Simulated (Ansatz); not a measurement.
Cell of bismuthene on bismuthene on bismuthene on bismuthene (facing atoms over hollows or bridges; bismuthene a predicted or substrate-bound sheet, here free), atoms relaxed in a fixed cell:

```
CELL_PARAMETERS angstrom
      4.27875     0.00000     0.00000
     -2.13938     3.70551     0.00000
      0.00000     0.00000    35.01000
ATOMIC_POSITIONS crystal
  Bi 0.33333 0.66667 0.27752
  Bi 0.66667 0.33333 0.32797
  Bi 0.33333 0.66667 0.40926
  Bi 0.66667 0.33333 0.45992
  Bi 0.33333 0.66667 0.54008
  Bi 0.66667 0.33333 0.59074
  Bi 0.33333 0.66667 0.67203
  Bi 0.66667 0.33333 0.72248
```

The numbers are results of PBE+D3(BJ) (plane waves to 420 eV, PAW; Ansatz, a program for electronic structure), not measurements. Scalar-relativistic, without spin–orbit coupling. Its k-point mesh 9×9×1, Fermi–Dirac width 0.01 eV. A dipole correction is on.

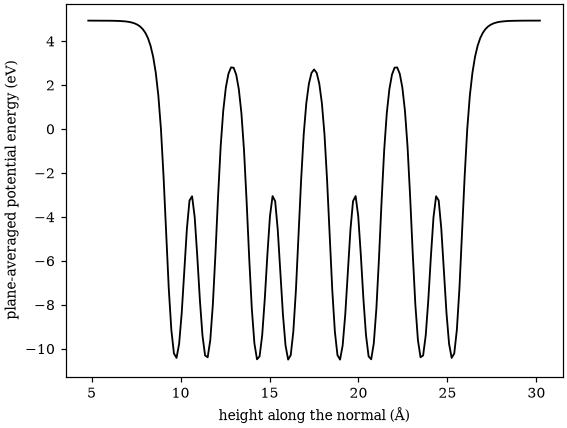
Smooth (PAW) electrostatic potential energy of an electron, averaged over planes, about its mean

The curve spans 15.4 eV over the stretch drawn.
